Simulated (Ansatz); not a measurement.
# A thicker film of CdF2 (111) from two thinner ones

In a field along its normal an insulating film takes a dipole p. Written as a length, p/(ε₀AE), it should grow by 1 − 1/ε for each ångström added.

How it was computed: Ansatz 0.2.0, plane waves with PAW datasets (its set soft_2), PBE; fluorite films relaxed at a bulk in-plane lattice constant near the measured one, then held in weak fields of both signs with a dipole correction (A is the cell's area, E the outer field).

| run | distance between the outer atoms (Å) | p/(ε₀AE) (Å) |
| --- | --- | --- |
| 2 units | 4.923 | 4.267 |
| 3 units | 8.171 | 6.369 |
| 5 units | 14.666 | ? |

Q: Estimate the withheld value from the rows shown.

Two rows fix a line: slope = (6.369 − 4.267) / (8.171 − 4.923) = 0.6472, intercept 1.0808. That slope means ε = 1/(1 − 0.6472) = 2.83. At 14.666 it gives 0.6472 × 14.666 + 1.0808 = 10.573 Å, beyond the rows fitted. Rounding of the rows alone allows about ±0.004 Å there; two rows can't show whether the line holds.

The run itself gives 10.577 Å: a miss of +0.004 Å, or 0.0 % of the value. The length is met to within 1 %, though ε is more sensitive than the length: the two thickest films give ε = 2.84.

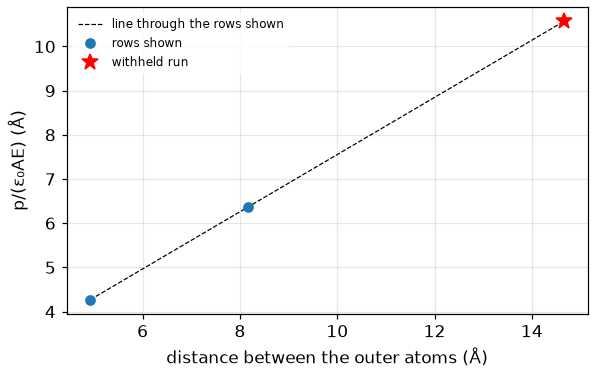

The fit and the withheld run.

**Limits.** This is the electronic response alone. A unit is one step of the cut along the normal (a plane, a pair of planes or a cell), and the layers relax along it, away from their bulk spacing where the functional's lattice constant differs from the one held.
